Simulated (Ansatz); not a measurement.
Starting cell, Ir (fcc, Cu type):

```yaml
crystal:
  lattice:
    - [0.00000, 3.87085, 3.87085]
    - [1.93542, 0.00000, 1.93542]
    - [1.93542, 1.93542, 0.00000]
  atoms:
    - { symbol: Ir, position: [0.00000, 0.00000, 0.00000] }
    - { symbol: Ir, position: [0.50000, 0.00000, 0.00000] }
```

The atoms are displaced by Q × the pattern below (from a DFPT mode at L = (0.5, 0.0, 0.0), largest move 1; Q in Å), at fixed cell. It is one choice among 2 degenerate patterns. (q is in reciprocal vectors of the primitive cell; the cell shown is doubled to hold the pattern.)

| atom | x | y | z |
|---|---|---|---|
| Ir1 | 0.285 | -0.520 | 0.805 |
| Ir2 | -0.285 | 0.520 | -0.805 |

Computed with PBE (plane waves to 420 eV, PAW, scalar-relativistic; Ansatz, a program for electronic structure). k mesh 21×21×21 (Γ-centred), Fermi-Dirac smearing 0.05 eV. The energy includes the smearing's −TS. With partly filled bands, energies and forces of such displacements shift with the k mesh and the smearing. Ir is run without spin polarisation. Ir was relaxed with its symmetry unable to fall. Spin-orbit coupling is left out, though Ir is heavy. The zero of ΔE is the undisplaced structure.

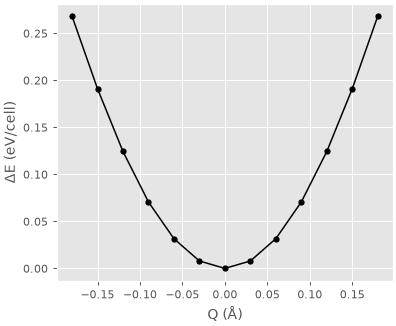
Figure: ΔE (eV/cell) against Q (Å); one marker a computed point.

The energy at Q = 0.180 Å is 268 meV/cell. Space group of the distorted cell: P-1 (No. 2), lowered from Fm-3m. Symmetry of the curve: even: the same for both signs. Shape of the curve: a single well with its minimum at or next to zero displacement. Harmonic wavenumber from the curvature (finite differences): 112 cm⁻¹.

E″ = 17.58 eV/Å², M = Σ mᵢ|uᵢ|² = 384.4 u, ν̃ = 521.5·√(|E″|/M).

(For displaced atoms, the force is minus the slope of the energy, and its curvature is a force constant, which sets phonon frequencies.)
